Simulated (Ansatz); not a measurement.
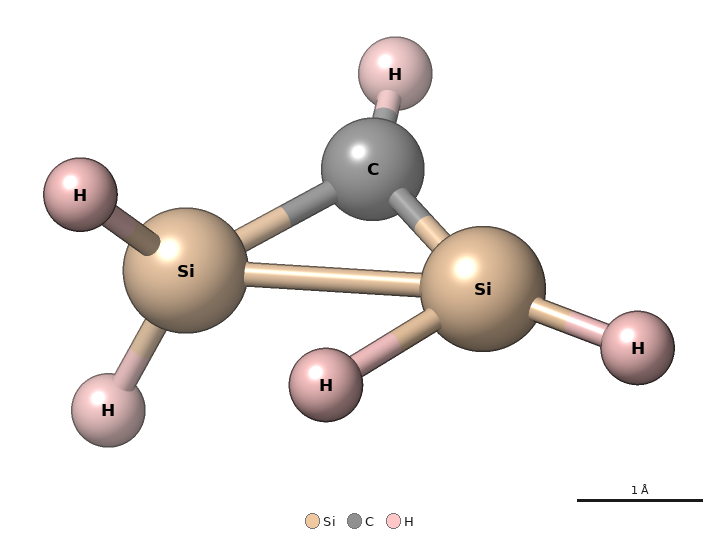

Atoms fade into the background with distance from the viewer. The species has charge +1 and is a spin singlet. The geometry was computed by an optimisation with PBE0-D4/def2-TZVP. No frequency run is at hand to confirm it as a minimum. Masses are those of the most abundant isotopes; constants are for the rigid equilibrium geometry.

Q: Classify the rotor and give the rotational constants (GHz).

A: An asymmetric top (Cs): A = 19.1, B = 5.03, C = 4.19 GHz. Ray's parameter κ is −0.89, close to the prolate limit.
